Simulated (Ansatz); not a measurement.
Ba3PbO (anti-perovskite)

```xyz
10
Lattice="10.6906 0.0000 0.0000 5.3453 5.3453 0.0000 0.0000 0.0000 5.3453" Properties=species:S:1:pos:R:3 pbc="T T T"
Ba     2.6726     0.0000     2.6726
Ba     8.0179     0.0000     2.6726
Ba    10.6906     2.6726     2.6726
Ba     5.3453     2.6726     2.6726
Ba    13.3632     2.6726     0.0000
Ba     8.0179     2.6726     0.0000
Pb     0.0000     0.0000     0.0000
Pb     5.3453     0.0000     0.0000
O     13.3632     2.6726     2.6726
O      8.0179     2.6726     2.6726
```

The atoms are displaced by Q × the pattern below (from a DFPT mode at M = (0.5, 0.5, 0.0), largest move 1; Q in Å), at fixed cell. (q is in reciprocal vectors of the primitive cell; the cell shown is doubled to hold the pattern.)

| atom | x | y | z |
|---|---|---|---|
| Ba5 | 0.000 | 0.000 | -0.055 |
| Ba6 | 0.000 | 0.000 | 0.055 |
| O9 | 0.000 | 0.000 | 1.000 |
| O10 | 0.000 | 0.000 | -1.000 |

Atoms not listed stay in place.

These are LDA (plane waves to 420 eV, PAW, scalar-relativistic; Ansatz, a program for electronic structure) values and carry that method's errors. k mesh 9×9×9 (Γ-centred), Fermi-Dirac smearing 0.05 eV. E stands for the smeared free energy. With partly filled bands, energies and forces of such displacements shift with the k mesh and the smearing. At this level the bands of Ba3PbO touch or barely overlap. Ba3PbO was relaxed with its symmetry unable to fall. Spin-orbit coupling is left out, though Pb is heavy. ΔE is measured from the undisplaced structure.

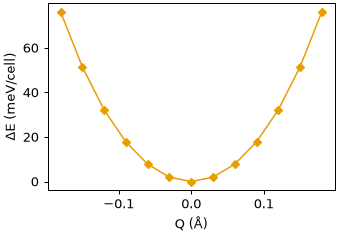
*ΔE (meV/cell) against Q (Å); markers are the computed points, lines only join them.*

Problem. What is the energy change at Q = 0.180 Å?

Solution. About 76 meV/cell.

Problem. What harmonic wavenumber does the curvature at Q = 0 give?

Solution. About 190 cm⁻¹.

(A displaced cell: forces are minus the slopes of the energy, force constants its curvatures, and phonons follow from these.)
